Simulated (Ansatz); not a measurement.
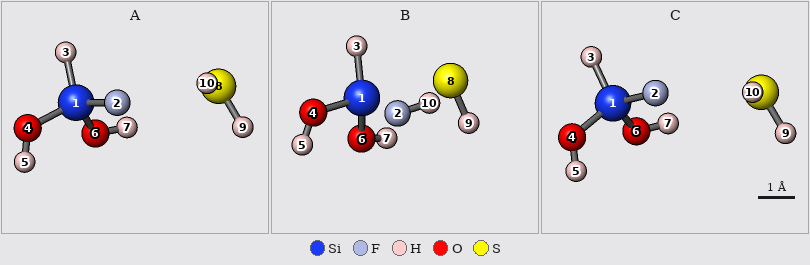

3 geometries from a converged minimum-energy path of SiH5SO2F, made up of SiH3O2F and H2S, shuffled. Style: ball-and-stick. Shown at a tilt.

Theory: Ansatz, RHF/6-31G*. Run with 7 movable images; climbing image; force threshold 0.03 eV/Å; iteration limit 60; starting path through a guess of the saddle point.

Q: Which of them lies highest in energy?

A: B. In order along the path, whose images run from 0 to 8: C (image 0, 0.0 kJ/mol), A (image 1, +0.8 kJ/mol), B (image 5, +295.4 kJ/mol). Breaking: S8–H10 (1.33 → 1.95 at the top → 2.57 Å), Si1–F2 (1.59 → 1.94 at the top → 3.52 Å). Forming: F2–H10 (2.83 → 0.98 at the top → 0.92 Å), Si1–S8 (4.29 → 2.55 at the top → 2.15 Å).

Limits of the set-up: the start holds two separate molecules, 2.8 Å apart at their closest, whose relative position is a soft coordinate and is computed without a dispersion correction; Hartree-Fock leaves out electron correlation.

The run took 6.1 min on 2 threads of Arm Neoverse V1, with other jobs on the host, peak memory 0.18 GiB.
